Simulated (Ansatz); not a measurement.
# H3O+ (oxonium): BHLYP/3-21G

Aim: the energy change on altering one bond length of H3O+ (oxonium) at BHLYP/3-21G, from 2 runs. 

The calculation is run with Ansatz 0.2.0.

## 1. The structure to begin with

H3O+: 4 atoms, total charge +1, spin state singlet. As SMILES, `[OH3+]`. Geometry: relaxed at PBE0-D4/def2-TZVP.

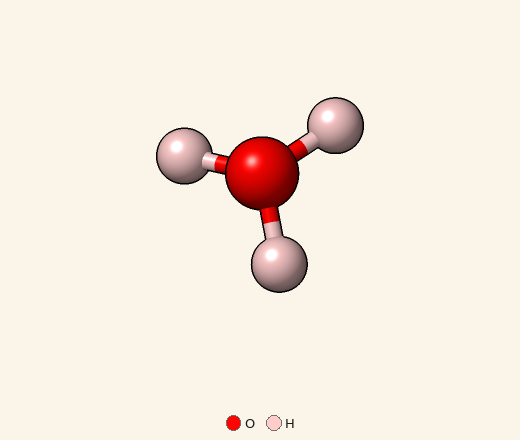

The structure, seen from a chosen angle (oxygen red, hydrogen pink).

## 2. The energy at BHLYP/3-21G

job.yaml

```yaml
basis:
  gaussian:
    orbitals: 3-21G.json
crystal:
  periodic: [false, false, false]
  atoms:
    - {symbol: O, position_ang: [0.181970, -0.056700, -0.052760]}
    - {symbol: H, position_ang: [0.219060, 0.918440, 0.015140]}
    - {symbol: H, position_ang: [-0.408890, -0.368290, -0.767380]}
    - {symbol: H, position_ang: [0.007860, -0.493450, 0.805020]}
total_charge: 1
hamiltonian:
  xc: {name: BHLYP}
accuracy: high
```

The basis set 3-21G is read from a file made from the Basis Set Exchange's data (not shown).

On the command line:

```console
ansatz run job.yaml --threads 1 --pin off --max-ram 3480MiB --events-out events.jsonl --progress --plain --runs-dir runs
```

Standard output:

```text
Warning: RAYON_NUM_THREADS=1 ignored (pool sized by the plan → 1); use --threads N
Functional definition: BHLYP
  name "BHLYP"
  parameter a = 0.5
  exchange = (1 - a)*b88_x + a*exact_x
  correlation = lyp_c
234 factors; integrals over basis functions are off by at most 4.1e-9 eV
mean field evaluation 1: about -2067.1612 eV, gradient 7.2e1 eV
mean field evaluation 2: about -2068.6731 eV, gradient 6.3e1 eV
mean field evaluation 4: about -2074.5157 eV, gradient 1.5e-1 eV
mean field evaluation 8: about -2074.5074 eV, gradient 1.5e-3 eV
mean field evaluation 16: about -2074.5074 eV, gradient 8.0e-9 eV
mean field -2074.50739002 eV, -76.2367404316 hartree, gradient 8.0e-9 eV, S^2 0.000000; 0 other end points of the search recorded, 0 dependent functions left out
reference -2074.50740193 eV, -76.2367408692 hartree; 5, 5 occupied and 10, 10 virtual orbitals, 234 factors
Total energy: -2074.50740193 eV, -76.2367408692 hartree
```

It took 0.38 s on 1 thread of Arm Neoverse V2, shared host.

## 3. The distorted shape at the same level

input.yaml

```yaml
crystal:
  periodic: [false, false, false]
  atoms:
    - {symbol: O, position_ang: [0.225491, 0.052472, -0.267175]}
    - {symbol: H, position_ang: [0.262581, 1.027612, -0.199275]}
    - {symbol: H, position_ang: [-0.365369, -0.259118, -0.981795]}
    - {symbol: H, position_ang: [0.007860, -0.493450, 0.805020]}
basis:
  gaussian:
    orbitals: 3-21G.json
total_charge: 1
hamiltonian:
  xc: {name: BHLYP}
accuracy: high
```

The basis set 3-21G is read from a file made from the Basis Set Exchange's data (not shown).

On the command line:

```console
ansatz run input.yaml --threads 1 --pin off --max-ram 3480MiB --events-out events.jsonl --progress --plain --runs-dir runs
```

Standard output:

```text
Warning: RAYON_NUM_THREADS=1 ignored (pool sized by the plan → 1); use --threads N
[... 5 set-up lines as earlier in the session ...]
233 factors; integrals over basis functions are off by at most 4.5e-9 eV
mean field evaluation 1: about -2065.3410 eV, gradient 7.5e1 eV
mean field evaluation 2: about -2065.3463 eV, gradient 7.3e1 eV
mean field evaluation 4: about -2073.7840 eV, gradient 3.0e-1 eV
mean field evaluation 8: about -2073.7782 eV, gradient 4.2e-3 eV
mean field evaluation 16: about -2073.7782 eV, gradient 2.9e-8 eV
mean field -2073.77817342 eV, -76.2099422158 hartree, gradient 2.8e-8 eV, S^2 0.000000; 0 other end points of the search recorded, 0 dependent functions left out
reference -2073.77818605 eV, -76.2099426799 hartree; 5, 5 occupied and 10, 10 virtual orbitals, 233 factors
Total energy: -2073.77818605 eV, -76.2099426799 hartree
```

It took 0.38 s on 1 thread of Arm Neoverse V2, shared host.

## 4. Results

Level: BHLYP/3-21G.

```
                                                         quantity         value
                                        first shape: total energy  -76.23674 Eh
                                    distorted shape: total energy  -76.20994 Eh
energy change with the O1–H4 bond stretched from 0.978 to 1.223 Å      0.729 eV
```

In words: With the O1–H4 bond stretched from 0.978 to 1.223 Å the energy rises by 0.73 eV (70.4 kJ/mol). The first shape isn't relaxed at this level, so the change isn't measured from a minimum.
